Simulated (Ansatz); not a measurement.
## Electronic structure of BFH2···NH2 (doublet) in real space

Input file:

```
crystal:
  periodic: [false, false, false]
  atoms:
    - { symbol: B, position_ang: [0.0, 0.0, 0.0] }
    - { symbol: F, position_ang: [0.0, 0.0, 1.57] }
    - { symbol: H, position_ang: [1.0305, 0.0, -0.595] }
    - { symbol: H, position_ang: [-1.0305, 0.0, -0.595] }
    - { symbol: "N", position_ang: [0.0, 0.0, 3.15] }
    - { symbol: H, position_ang: [-0.496, -0.7725, 3.68] }
    - { symbol: H, position_ang: [0.496, 0.7725, 3.68] }
magnetization:
  spin_polarized: true
  initial_magnetization: 1
basis:
  gaussian: { orbitals: cc-pVDZ }
hamiltonian:
  xc: revpbe
  dispersion: d4
relax:
  f_tol: 0.15
  max_steps: 25
  restrain:
    - { distance: [1, 4], at: 2.48, k: 30.0 }
    - { distance: [0, 1], at: 1.32, k: 30.0 }
output:
  orbitals: {}
```

Launched as:

```sh
ansatz run input.yaml --threads 1 --pin off --max-ram 2048MiB --backend cpu --events-out ev --progress --plain --runs-dir out
```

The fields are those of the run's last geometry, not of the input's.

Not at a stationary point (largest force 0.5 eV/Å).

These are results of Ansatz 0.2.0, UKS revPBE-D4/cc-pVDZ, not measurements.

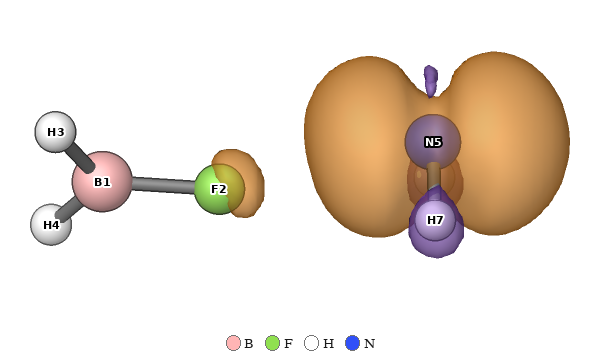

Figure 1. Isosurfaces of the spin density (α minus β) at +0.015 (orange) and −0.015 e/Å³ (purple), seen from one side.

Question: Which atoms carry the spin?

Answer: The unpaired spin (1 electron) lies mostly on N5 (about 0.9), in electrons by Hirshfeld's partition.

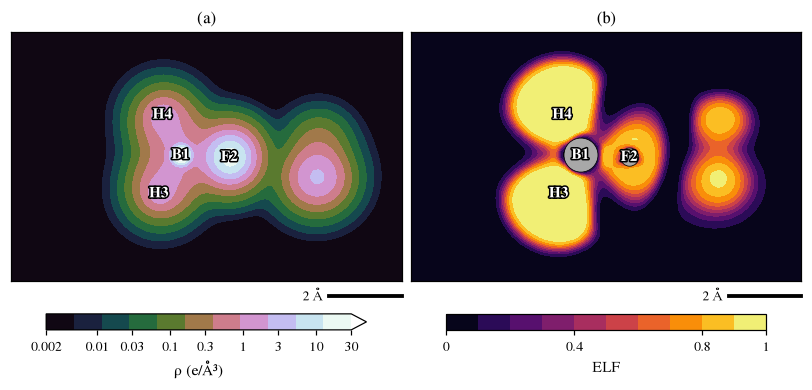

Figure 2. (a) total electron density; (b) electron localisation function on the plane of atoms F2, B1 and H4. Grey discs cover the atomic cores in the ELF map.

Question: Describe what can be read from this map.

Answer:
- The section cuts through B, F and H sites.
- B–F (1.34 Å): ρ at the midpoint is about 2 e/Å³; the ELF peaks at about 0.85 between the atoms (a polar covalent bond).
- B–H (1.22 Å): ρ is about 1.2 e/Å³ halfway; the ELF climbs to about 1 towards the hydrogen, as it does in any bond to H; an ordinary covalent bond to hydrogen.
- The ELF also peaks beside F2, away from the bonds: non-bonding electrons, paired or unpaired.

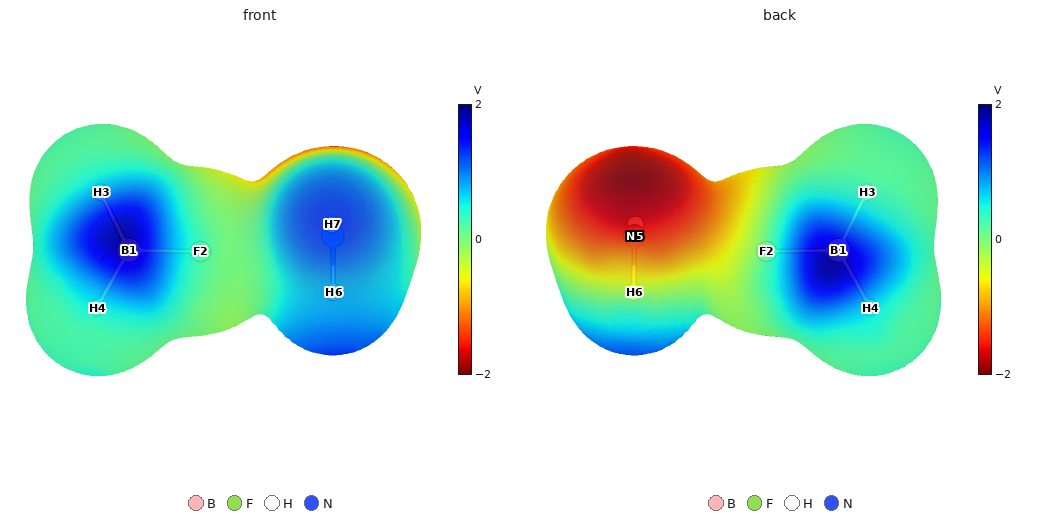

Figure 3. The molecular electrostatic potential painted on the density surface at 0.002 e/bohr³, seen from the front and from behind; the colour scale runs from red (negative) to blue (positive).

Question: Which sites attract a positive test charge, and which a negative one?

Answer: A positive charge is drawn to the negative regions and a negative charge to the positive ones. The most negative region (about −1.9 V, or −44 kcal/mol for a unit charge) lies over N5, the most positive (about +1.8 V, or +42 kcal/mol for a unit charge) over B1. N5 is the likeliest acceptor of a hydrogen bond.
